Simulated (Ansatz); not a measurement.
```tsv
atom	x (Å)	y (Å)	z (Å)
Hf	-0.7652	0.7061	0.7707
B	-1.1854	0.1741	-1.5617
B	-0.2969	1.4851	-1.5826
B	-0.5915	-1.6373	1.7133
B	0.8281	-1.0613	1.2552
B	-0.2709	-1.6775	0.0164
B	1.4697	1.8752	0.5379
B	1.2105	0.8520	-0.8304
B	0.9964	-0.7425	-0.4707
B	-1.7761	-1.0440	-0.7390
B	0.5660	2.4122	-0.6317
B	-1.8150	-1.6478	0.7251
B	1.6303	0.3057	0.7976
```

Geometry: PBE-D4/def2-SVP; core potentials replace the inner electrons of Hf.

All numbers below come from UKS PBE0-D4/def2-TZVP in Ansatz 0.2.0.

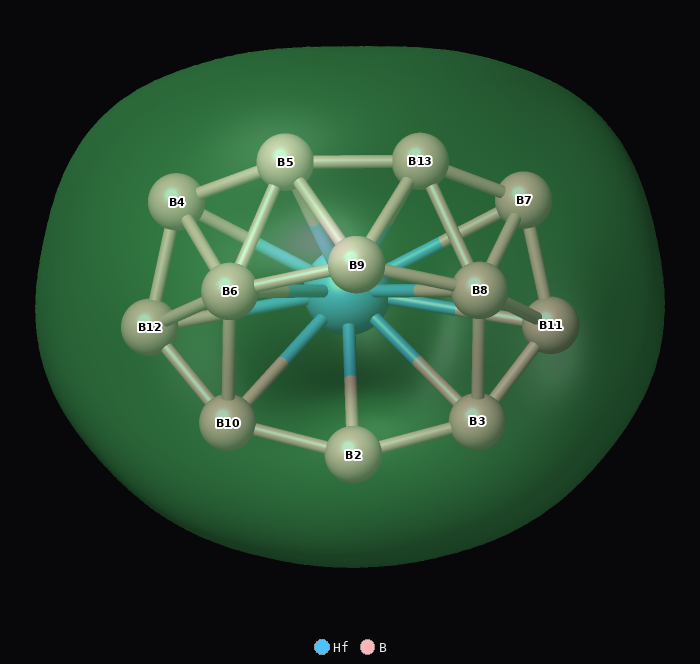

B12Hf (triplet). Isosurface of the electron density at 0.05 e/Å³ (green), seen across its widest extent.

Q: What does this surface tell about the bonding?

A: At this value the surface is in one piece. It bridges the sampled B–B (1.57 Å), Hf–B (2.43 Å), B–B (1.65 Å) and B–B (1.70 Å) contacts, where the density stays above the isovalue. On the grid the lowest density along these lines, outside the cores, is 1.1 e/Å³ (B–B, 1.57 Å), 0.4 e/Å³ (Hf–B, 2.43 Å), 1 e/Å³ (B–B, 1.65 Å) and 0.87 e/Å³ (B–B, 1.70 Å).
